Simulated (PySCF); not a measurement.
Run report: C2H5ClGeS2, geometry relaxation

The run: geometry relaxation of C2H5ClGeS2, SMILES [Cl][GeH]1[S]CC[S]1. Method and program: PBE0-D3(BJ)/def2-SVP geometry optimisation, gas phase (PySCF 2.14.0).

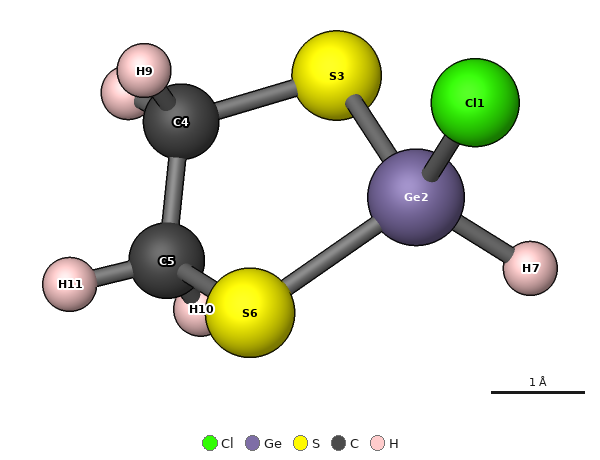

Figure 1. The structure as given in the input (ball-and-stick view, seen at a tilt; atoms are numbered from 1 in the order of the input). Sticks mark near contacts. Bond lengths as drawn: Cl–Ge 2.14 Å, C–C 1.53 Å, C–H 1.07 to 1.11 Å, C–S 1.79 to 1.83 Å, Ge–H 1.54 Å and Ge–S 2.23 to 2.25 Å.

**Summary**

```csv
quantity,value
outcome,converged
total energy,−3411.427738 hartree
dipole moment,2.70 D
point group,C1
hardware,"1 CPU thread, shared host"
wall time,2.7 min
peak memory,0.58 GiB
```

**Input**
```
{"job": {"xc": "PBE0", "basis": "def2-SVP", "d3": "d3bj", "grid": 1, "shake": 0.01, "kind": "geom"}, "charge": 0, "multiplicity": 1}
Cl     3.218030     0.037440     1.384680
Ge     1.788970    -0.058570    -0.206370
S      0.350790     1.673480    -0.298050
C     -1.012990     0.712590     0.362340
C     -1.143970    -0.666780    -0.277460
S      0.312700    -1.698250     0.125450
H      2.624670    -0.178350    -1.498130
H     -1.916090     1.304420     0.121790
H     -0.943300     0.643190     1.468300
H     -1.234150    -0.590340    -1.340540
H     -2.006550    -1.204660     0.142330
```

The first line tells a small driver script what to run in PySCF; the rest is the geometry in Å.

Command:
```bash
OMP_NUM_THREADS=1 python <driver script> task.json out
```

**The program's output**
```
step   0  E = -3411.42489097  max force = 0.027368
step   1  E = -3411.42322061  max force = 0.014950
step   2  E = -3411.42631081  max force = 0.004068
step   3  E = -3411.42715231  max force = 0.002394
step   4  E = -3411.42743668  max force = 0.001567
step   5  E = -3411.42763881  max force = 0.001255
step   6  E = -3411.42769971  max force = 0.000719
step   7  E = -3411.42772802  max force = 0.000401
step   8  E = -3411.42773802  max force = 0.000283
optimisation converged
```

**Trajectory as extended XYZ (Å, eV, eV/Å), 9 frames, from step=0 to step=8**
```
11
Properties=species:S:1:pos:R:3:forces:R:3 step=0 energy=-92829.59959
Cl    3.2180    0.0374    1.3847    0.1566  -0.0248   0.2605
Ge    1.7890   -0.0586   -0.2064   -0.4871   0.1746  -0.5376
S     0.3508    1.6735   -0.2980    0.8575  -0.1620  -0.1694
C    -1.0130    0.7126    0.3623   -0.9356  -0.2243   0.2595
C    -1.1440   -0.6668   -0.2775    0.4153   0.2271   1.4073
S     0.3127   -1.6983    0.1255    0.2677  -0.0056  -0.0137
H     2.6247   -0.1784   -1.4981   -0.0582   0.0377   0.1508
H    -1.9161    1.3044    0.1218    0.0708  -0.0508   0.0774
H    -0.9433    0.6432    1.4683   -0.0098  -0.0653  -0.3171
H    -1.2342   -0.5903   -1.3405   -0.2280   0.0954  -1.0774
H    -2.0065   -1.2047    0.1423   -0.0491  -0.0019  -0.0404
11
Properties=species:S:1:pos:R:3:forces:R:3 step=1 energy=-92829.55413
Cl    3.1437   -1.5415    0.1177   -0.2899  -0.0393  -0.3620
Ge    1.4411   -0.6011   -0.8803    0.4090  -0.0168   0.7688
S     1.1086    1.3207    0.1585   -0.3423   0.1684  -0.1055
C    -0.5066    0.8325    0.8922    0.0262   0.0106  -0.4761
C    -1.3290   -0.0618   -0.0175    0.0482  -0.2305  -0.2902
S    -0.4324   -1.6364   -0.3318   -0.0606  -0.1702  -0.1328
H     1.7896   -0.4399   -2.3509    0.0923  -0.0870  -0.2178
H    -1.0242    1.7724    1.1240   -0.0850   0.0738  -0.0122
H    -0.3203    0.2850    1.8164    0.0803  -0.0348   0.3795
H    -1.5792    0.3535   -1.0142    0.0606   0.3035   0.4426
H    -2.2706   -0.3578    0.4753    0.0613   0.0223   0.0057
11
Properties=species:S:1:pos:R:3:forces:R:3 step=2 energy=-92829.63822
Cl    3.1276   -1.5952    0.0862   -0.1150  -0.0083  -0.1119
Ge    1.4567   -0.5914   -0.8654    0.2064   0.0583   0.2092
S     1.0696    1.3556    0.1250   -0.1315   0.0121  -0.1379
C    -0.5108    0.8293    0.8929    0.0998  -0.1164   0.0668
C    -1.3260   -0.0736   -0.0073    0.0614  -0.2031  -0.0806
S    -0.4309   -1.6398   -0.3888   -0.0977   0.1275  -0.0529
H     1.8295   -0.4602   -2.3485    0.0136  -0.0226   0.0363
H    -1.0578    1.7579    1.1176   -0.0063  -0.0006  -0.0181
H    -0.2893    0.3093    1.8380   -0.0241   0.0754   0.0219
H    -1.5922    0.4192   -0.9542   -0.0216   0.0817   0.0480
H    -2.2558   -0.3855    0.4940    0.0150  -0.0041   0.0192
11
Properties=species:S:1:pos:R:3:forces:R:3 step=3 energy=-92829.66112
Cl    3.0935   -1.6244    0.1069    0.0420  -0.0310   0.0382
Ge    1.4699   -0.5804   -0.8579    0.0029   0.0423  -0.0250
S     1.0358    1.3832    0.0716   -0.0380  -0.0049  -0.0720
C    -0.5042    0.8212    0.8885    0.0278  -0.0176   0.1231
C    -1.3298   -0.0819   -0.0017    0.0364  -0.0777   0.0256
S    -0.4387   -1.6240   -0.4480   -0.0282   0.0871  -0.0336
H     1.8807   -0.4724   -2.3315    0.0131   0.0163   0.0162
H    -1.0678    1.7392    1.1177    0.0184   0.0091   0.0026
H    -0.2498    0.3237    1.8381   -0.0318   0.0014  -0.0408
H    -1.6274    0.4543   -0.9136   -0.0429  -0.0222  -0.0607
H    -2.2414   -0.4131    0.5196    0.0002  -0.0027   0.0264
11
Properties=species:S:1:pos:R:3:forces:R:3 step=4 energy=-92829.66886
Cl    3.0649   -1.6398    0.1399    0.0613  -0.0116   0.0549
Ge    1.4773   -0.5739   -0.8611   -0.0570   0.0272  -0.0806
S     1.0156    1.3985    0.0307   -0.0088  -0.0020  -0.0221
C    -0.4977    0.8184    0.8841   -0.0109   0.0126   0.0495
C    -1.3364   -0.0840    0.0030    0.0063   0.0174   0.0463
S    -0.4473   -1.6066   -0.4921    0.0138   0.0092  -0.0264
H     1.9241   -0.4738   -2.3248    0.0101   0.0149   0.0229
H    -1.0632    1.7316    1.1288    0.0216  -0.0004   0.0044
H    -0.2203    0.3213    1.8265   -0.0153  -0.0239  -0.0306
H    -1.6664    0.4642   -0.8916   -0.0260  -0.0371  -0.0377
H    -2.2298   -0.4304    0.5461    0.0048  -0.0064   0.0194
11
Properties=species:S:1:pos:R:3:forces:R:3 step=5 energy=-92829.67436
Cl    3.0257   -1.6478    0.1914    0.0354   0.0198   0.0333
Ge    1.4812   -0.5672   -0.8695   -0.0633   0.0064  -0.0550
S     0.9949    1.4144   -0.0181    0.0071  -0.0005   0.0181
C    -0.4881    0.8160    0.8754   -0.0208   0.0135  -0.0206
C    -1.3460   -0.0835    0.0083   -0.0239   0.0646   0.0432
S    -0.4604   -1.5853   -0.5455    0.0361  -0.0491  -0.0236
H     1.9773   -0.4738   -2.3161    0.0079   0.0002   0.0040
H    -1.0493    1.7239    1.1472    0.0064  -0.0049   0.0063
H    -0.1825    0.3079    1.8023    0.0047  -0.0185  -0.0060
H    -1.7189    0.4702   -0.8668    0.0007  -0.0239  -0.0055
H    -2.2132   -0.4493    0.5810    0.0098  -0.0076   0.0058
11
Properties=species:S:1:pos:R:3:forces:R:3 step=6 energy=-92829.67602
Cl    3.0052   -1.6423    0.2208    0.0136   0.0265   0.0093
Ge    1.4795   -0.5649   -0.8759   -0.0320   0.0016  -0.0218
S     0.9881    1.4202   -0.0379    0.0030   0.0034   0.0159
C    -0.4829    0.8148    0.8703   -0.0065  -0.0028  -0.0251
C    -1.3506   -0.0817    0.0103   -0.0220   0.0370   0.0244
S    -0.4678   -1.5771   -0.5704    0.0235  -0.0366  -0.0154
H     2.0004   -0.4763   -2.3137    0.0020  -0.0082   0.0006
H    -1.0401    1.7199    1.1581   -0.0030  -0.0040   0.0047
H    -0.1638    0.2975    1.7876    0.0063  -0.0040   0.0040
H    -1.7424    0.4722   -0.8563    0.0088  -0.0078   0.0033
H    -2.2047   -0.4568    0.5966    0.0061  -0.0050   0.0001
11
Properties=species:S:1:pos:R:3:forces:R:3 step=7 energy=-92829.67679
Cl    2.9925   -1.6332    0.2398    0.0062   0.0206  -0.0036
Ge    1.4766   -0.5636   -0.8805   -0.0046   0.0026  -0.0001
S     0.9854    1.4234   -0.0476   -0.0056   0.0029   0.0038
C    -0.4792    0.8132    0.8676    0.0020  -0.0089  -0.0086
C    -1.3529   -0.0802    0.0112   -0.0093   0.0011   0.0090
S    -0.4728   -1.5733   -0.5855    0.0074  -0.0130  -0.0054
H     2.0113   -0.4818   -2.3134   -0.0015  -0.0085  -0.0018
H    -1.0347    1.7161    1.1655   -0.0043  -0.0017   0.0026
H    -0.1522    0.2906    1.7792    0.0022   0.0037   0.0033
H    -1.7532    0.4749   -0.8505    0.0064   0.0015   0.0022
H    -2.2001   -0.4606    0.6038    0.0011  -0.0003  -0.0015
11
Properties=species:S:1:pos:R:3:forces:R:3 step=8 energy=-92829.67706
Cl    2.9883   -1.6275    0.2471    0.0066   0.0146  -0.0052
Ge    1.4753   -0.5630   -0.8822    0.0029   0.0039   0.0030
S     0.9841    1.4247   -0.0510   -0.0086   0.0010  -0.0019
C    -0.4776    0.8120    0.8670    0.0012  -0.0048   0.0003
C    -1.3536   -0.0796    0.0115   -0.0007  -0.0115   0.0030
S    -0.4749   -1.5719   -0.5919    0.0010  -0.0039   0.0007
H     2.0141   -0.4865   -2.3138   -0.0022  -0.0046  -0.0011
H    -1.0332    1.7136    1.1687   -0.0018  -0.0002   0.0011
H    -0.1474    0.2881    1.7768    0.0007   0.0023   0.0010
H    -1.7554    0.4774   -0.8480    0.0021   0.0021  -0.0001
H    -2.1989   -0.4618    0.6055   -0.0011   0.0012  -0.0008
```

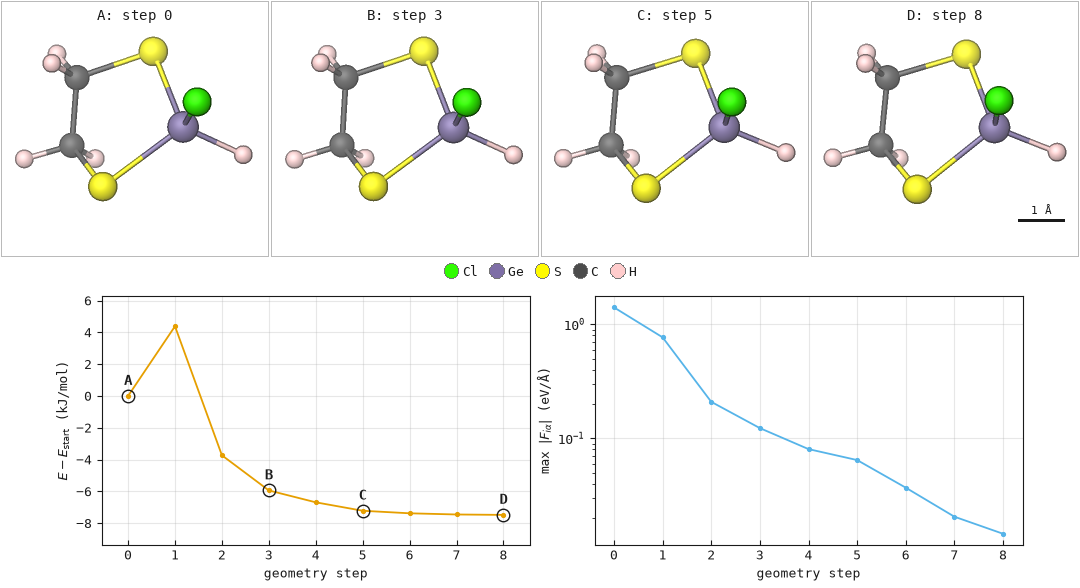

Figure 2. Frames of the relaxation (ball-and-stick view, seen at a tilt) above the curves, on which the letters mark them (steps are counted from 0).

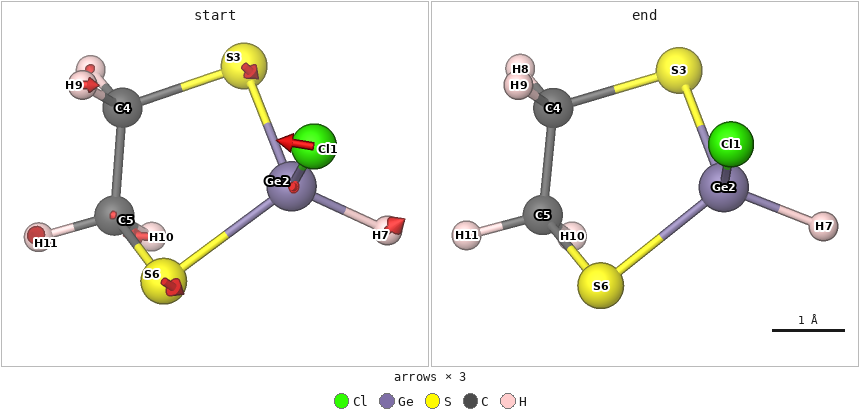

Figure 3. Before (left) and after (right) the relaxation, at one scale (ball-and-stick view, seen at a tilt). The red arrows give the displacements, magnified 3 times. The largest move after the best rigid fit is that of Cl1, 0.18 Å. Largest moves by element: Cl 0.18 Å, H 0.16 Å, S 0.15 Å, Ge 0.05 Å, C 0.03 Å. Distances before and after: Ge2–S3 2.253 → 2.210 Å, S3–C4 1.794 → 1.832 Å, C5–H10 1.070 → 1.100 Å, Cl1–Ge2 2.141 → 2.167 Å. Among the angles that change: Cl1–Ge2–S6 111.4° → 108.8°, C4–C5–S6 110.4° → 112.8°. Over 8 geometry steps the energy falls by 7.47 kJ/mol. The largest force component goes from 1.4 to 0.015 eV/Å. (Atoms are counted from 1 in the order of the input.)
